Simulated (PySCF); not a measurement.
# What a change does: NMR shielding calculation on C$_{4}$H$_{7}$NSi

System: C$_{4}$H$_{7}$NSi.
Method of run 1: GIAO PBE0/6-31G NMR shielding, non-relativistic, gas phase (PySCF 2.14.0).

The geometry comes from this level: PBE0-D3(BJ)/def2-SVP. Text and figures count atoms from 1; the logs count them from 0 in places.

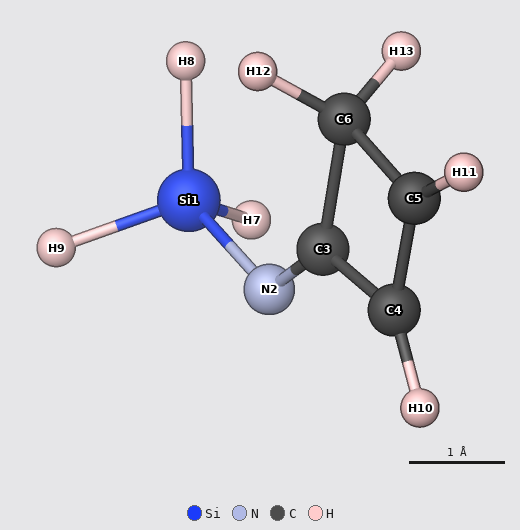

Fig. 1: The structure (ball-and-stick view, seen at a tilt; atoms are numbered from 1 in the order of the input).

Input, run 1:
```
{"job": {"kind": "nmr", "xc": "PBE0", "basis": "6-31G", "pop": true}, "charge": 0, "multiplicity": 1}
Si     2.191510     0.406281    -0.263812
N      0.823798    -0.561303    -0.748604
C     -0.372693    -0.427965    -0.377229
C     -1.628377    -1.145942    -0.677790
C     -2.342753    -0.341890     0.139747
C     -1.168833     0.515957     0.568598
H      3.199810    -0.490601     0.373090
H      1.853145     1.507790     0.701117
H      2.793618     1.014346    -1.486084
H     -1.869079    -1.997196    -1.317142
H     -3.400291    -0.307804     0.411135
H     -1.197146     1.574339     0.259109
H     -0.884317     0.464060     1.633016
```

The first line tells a small driver script what to run in PySCF; the rest is the geometry in Å.

Launched with:
```bash
OMP_NUM_THREADS=1 python <driver script> task.json out
```

Hardware: 1 CPU thread, shared host.

Output (run 1):
```
coarse grid: 11376 points
cycle   1  E = -500.3251955896  dE =  8.188e-01  |g| = 4.256e-01  |ddm| = 3.583e+00
cycle   2  E = -500.2299451422  dE =  9.525e-02  |g| = 7.703e-01  |ddm| = 1.494e+00
cycle   3  E = -500.3700465046  dE = -1.401e-01  |g| = 1.153e-01  |ddm| = 1.001e+00
cycle   4  E = -500.3736419192  dE = -3.595e-03  |g| = 2.688e-02  |ddm| = 1.776e-01
cycle   5  E = -500.3738240928  dE = -1.822e-04  |g| = 9.566e-03  |ddm| = 4.563e-02
cycle   6  E = -500.3738480068  dE = -2.391e-05  |g| = 2.045e-03  |ddm| = 1.296e-02
cycle   7  E = -500.3738491660  dE = -1.159e-06  |g| = 4.302e-04  |ddm| = 2.898e-03
final grid: 105360 points
cycle   8  E = -500.3152168915  dE = -1.360e-05  |g| = 5.241e-03  |ddm| = 2.053e-02
cycle   9  E = -500.3152162190  dE =  6.725e-07  |g| = 5.576e-03  |ddm| = 1.472e-02
cycle  10  E = -500.3152247199  dE = -8.501e-06  |g| = 7.494e-04  |ddm| = 8.177e-03
cycle  11  E = -500.3152248504  dE = -1.305e-07  |g| = 1.962e-04  |ddm| = 1.055e-03
cycle  12  E = -500.3152248594  dE = -9.014e-09  |g| = 5.058e-05  |ddm| = 2.596e-04
cycle  13  E = -500.3152248601  dE = -6.642e-10  |g| = 1.424e-05  |ddm| = 7.519e-05
converged SCF energy = -500.3152248601

GIAO shielding tensors (ppm)
atom      isotropic    diamagn.    paramagn.     s11        s22        s33       span
  0 Si     478.862     881.575    -402.713    443.802    458.771    534.013     90.210
  1 N      -39.917     329.087    -369.004   -373.623    -23.202    277.074    650.698
  2 C       33.905     251.093    -217.188    -50.662     32.666    119.712    170.374
  3 C       58.269     259.313    -201.044    -31.126     66.125    139.808    170.935
  4 C       46.541     267.070    -220.529    -73.012     40.122    172.513    245.525
  5 C      154.767     254.400     -99.633    136.169    155.852    172.281     36.112
  6 H       27.607      29.312      -1.705     24.365     25.941     32.516      8.151
  7 H       27.779      29.804      -2.025     24.031     26.980     32.327      8.296
  8 H       27.605      29.288      -1.683     24.362     25.944     32.511      8.149
  9 H       25.812      29.022      -3.210     24.475     25.699     27.262      2.787
 10 H       24.867      28.922      -4.056     21.984     25.970     26.646      4.661
 11 H       29.222      31.611      -2.389     25.943     28.856     32.866      6.923
 12 H       29.230      31.636      -2.406     25.917     28.890     32.884      6.967
```

For run 2 the input was changed thus:
```diff
-"basis": "6-31G"
+"basis": "STO-3G"
```

How does run 2 compare with run 1?

The total energy of run 2 is 3650.4 kcal/mol higher, which measures the change of basis and not a stability. The HOMO goes from −6.57 to −3.91 eV. The LUMO goes from −1.02 to 1.95 eV. The dipole moment goes from 2.46 to 1.44 D. Of all shieldings, the largest change is that of Si1, by +97.4 ppm. The number of SCF iterations is the same. The basis functions go from 72 to 41.

Output (run 2):
```
coarse grid: 11376 points
cycle   1  E = -494.4287669634  dE =  7.610e-01  |g| = 5.281e-01  |ddm| = 4.762e+00
cycle   2  E = -494.1909219232  dE =  2.378e-01  |g| = 1.070e+00  |ddm| = 1.912e+00
cycle   3  E = -494.5238516322  dE = -3.329e-01  |g| = 6.908e-02  |ddm| = 1.273e+00
cycle   4  E = -494.5250723512  dE = -1.221e-03  |g| = 3.966e-02  |ddm| = 1.400e-01
cycle   5  E = -494.5254599854  dE = -3.876e-04  |g| = 1.806e-02  |ddm| = 6.121e-02
cycle   6  E = -494.5255587739  dE = -9.879e-05  |g| = 1.712e-03  |ddm| = 2.238e-02
cycle   7  E = -494.5255595634  dE = -7.895e-07  |g| = 5.493e-04  |ddm| = 2.346e-03
final grid: 105360 points
cycle   8  E = -494.4979297712  dE = -6.889e-06  |g| = 2.316e-03  |ddm| = 1.142e-02
cycle   9  E = -494.4979308378  dE = -1.067e-06  |g| = 1.702e-03  |ddm| = 6.493e-03
cycle  10  E = -494.4979317454  dE = -9.077e-07  |g| = 4.901e-04  |ddm| = 2.709e-03
cycle  11  E = -494.4979318157  dE = -7.022e-08  |g| = 7.227e-05  |ddm| = 6.324e-04
cycle  12  E = -494.4979318169  dE = -1.280e-09  |g| = 2.501e-05  |ddm| = 1.062e-04
cycle  13  E = -494.4979318171  dE = -1.401e-10  |g| = 1.493e-05  |ddm| = 4.779e-05
converged SCF energy = -494.4979318171

GIAO shielding tensors (ppm)
atom      isotropic    diamagn.    paramagn.     s11        s22        s33       span
  0 Si     576.275     868.557    -292.282    536.393    564.242    628.191     91.798
  1 N       41.341     316.165    -274.824   -339.647     86.342    377.329    716.975
  2 C      110.839     255.785    -144.946     33.447    133.560    165.510    132.063
  3 C      109.655     261.570    -151.915     32.665    111.738    184.562    151.897
  4 C      103.392     260.972    -157.580      3.198    109.191    197.787    194.589
  5 C      190.244     251.437     -61.193    170.982    187.903    211.848     40.865
  6 H       29.770      30.456      -0.685     26.283     27.547     35.482      9.198
  7 H       29.974      32.419      -2.445     26.157     28.621     35.145      8.987
  8 H       29.770      30.309      -0.538     26.282     27.551     35.478      9.196
  9 H       26.110      30.511      -4.402     24.781     25.095     28.453      3.672
 10 H       25.993      29.833      -3.841     23.886     26.536     27.556      3.670
 11 H       30.108      32.627      -2.519     26.627     28.403     35.294      8.667
 12 H       30.114      32.820      -2.706     26.607     28.434     35.300      8.693
```

The two runs side by side:

| quantity | run 1 | run 2 |
| --- | --- | --- |
| outcome | converged | converged |
| total energy (hartree) | −500.315225 | −494.497932 |
| HOMO (eV) | −6.57 | −3.91 |
| LUMO (eV) | −1.02 | 1.95 |
| dipole moment (D) | 2.46 | 1.44 |
| shielding of Si1 (ppm) | 478.9 | 576.3 |
| shielding of N2 (ppm) | −39.9 | 41.3 |
| shielding of C3 (ppm) | 33.9 | 110.8 |
| shielding of C4 (ppm) | 58.3 | 109.7 |
| shielding of C5 (ppm) | 46.5 | 103.4 |
| shielding of C6 (ppm) | 154.8 | 190.2 |
| shielding of H8 (ppm) | 27.8 | 30.0 |
| SCF iterations | 13 | 13 |
| basis functions | 72 | 41 |
| wall time (shared host) | 6.1 s | 3.2 s |
